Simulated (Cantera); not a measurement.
A closed system holds: 1 mol Si, 0.049 mol H2O, 1.1 mol N2, held at 0.480 bar.

Equilibrium computed with Cantera from the NASA thermochemical tables; the gas is ideal and each condensed phase is pure. Candidate condensed phases: H2O, Si, SiO2, Si2N2O, Si3N4; 35 gas species. Mutual solubility and eutectic melting of coexisting phases are not modelled. The tables' values for SiN are old estimates; treat these amounts as uncertain. Gases not in the tables: Si2H6 and higher silanes. Equilibrium is a limit: real reactors are often held back by kinetics, nucleation or transport.

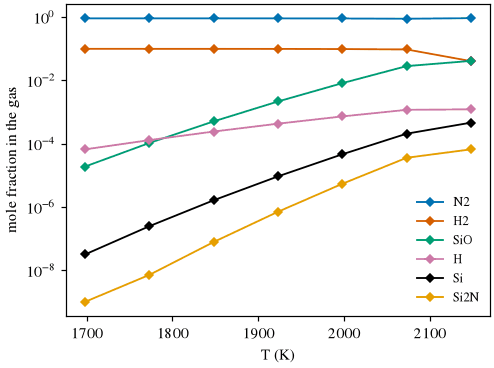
*Equilibrium gas composition (values under 1e-9 drawn at 1e-9)*

Read off the mole fractions at 1923 K.

N2 about 0.90, H2 about 0.098, SiO about 0.0021, H about 0.00043, Si about 9.2e-6, Si2N about 7.0e-7.
